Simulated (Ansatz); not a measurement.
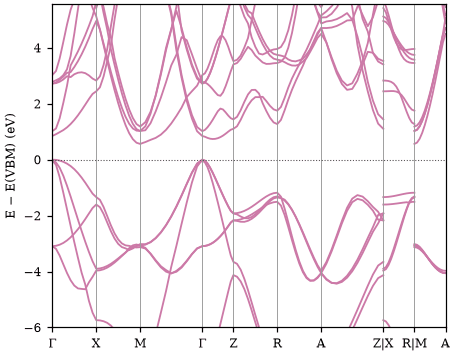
Fig. 1. Band structure from r²SCAN (plane waves, PAW; program Ansatz)

### Question
Read off the gap and where the band edges lie.

### Answer
About 0.6 eV (0.56 eV by a search for the band edges); maximum at Γ, minimum at M.

### Question
Which of these materials gives this?
A. YSiNO2, P4/mmm (Y on 1b, Si on 1c, N on 1d, O on 2f)
B. SiGeC2, P-4m2 (Si on 1a, C on 2g, Ge on 1c)
C. Si3Ge, P-4m2 (Si on 2g, Si on 1a, Ge on 1c)
D. BaTiO3, P4mm (Ba on 1b, Ti on 1a, O on 2c, O on 1a)

### Answer
C, Si3Ge, P-4m2 (Si on 2g, Si on 1a, Ge on 1c)

The start of the workflow was typed in or built on a structure type; neither database checked (COD, Materials Project) lists it. Whether it is the stable phase at ambient conditions was not checked. The r²SCAN relaxation kept the symmetry of its start; its stability against distortions is not shown here. Scalar-relativistic: spin–orbit coupling is off unless named, which matters more the heavier the elements.

Potentials: the earlier of the program's two PAW sets.
